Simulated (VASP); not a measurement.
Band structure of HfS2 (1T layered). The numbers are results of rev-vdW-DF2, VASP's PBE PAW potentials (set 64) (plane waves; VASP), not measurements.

Unless said otherwise, spin-orbit coupling is left out, though it shifts the bands of the heavy elements here.

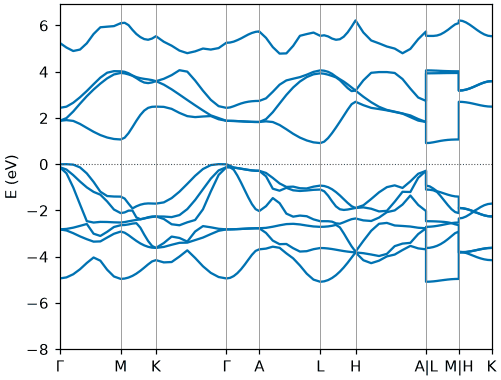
Bands along high-symmetry lines, zero at the valence-band maximum or, without a gap, the Fermi level

Problem. Read the plot: is there a gap, and where are the band edges?

Solution. The gap is indirect, 0.91 eV, from the valence maximum at K-Γ at 0.89 to the conduction minimum at L. (Edges off the drawn lines would not show.)

Measured: gap 1.80 eV (computed value off by -0.89 eV), as given by Miłosz Rybak et al., Nanomaterials (2022), arXiv:2210.12074.

The compound is HfS2 in the 1T layered structure. It was relaxed first.
